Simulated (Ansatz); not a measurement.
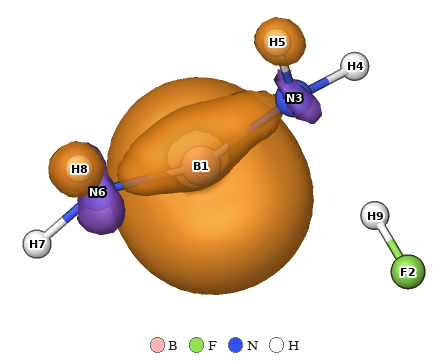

Figure 1: BH₄N₂···HF (doublet). Isosurfaces of the spin density (α minus β) at +0.03 (orange) and −0.03 e/Å³ (purple), seen at a tilt.

The calculation used UHF/6-31G* in Ansatz.

```xyz
9

B    -0.1951   -0.7595   -0.7317
F     0.4523    0.3195    2.4258
N     1.0248   -0.1347   -0.3129
H     1.8621   -0.6767   -0.3267
H     1.2069    0.8156   -0.5738
N    -1.3592   -0.0711   -1.0736
H    -2.2092   -0.5403   -1.2880
H    -1.4577    0.9211   -1.0188
H     0.6751    0.1261    1.5497
```

Describe the spin distribution.

The unpaired spin (1 electron) lies mostly on B1 (about 0.8), in electrons by Hirshfeld's partition.
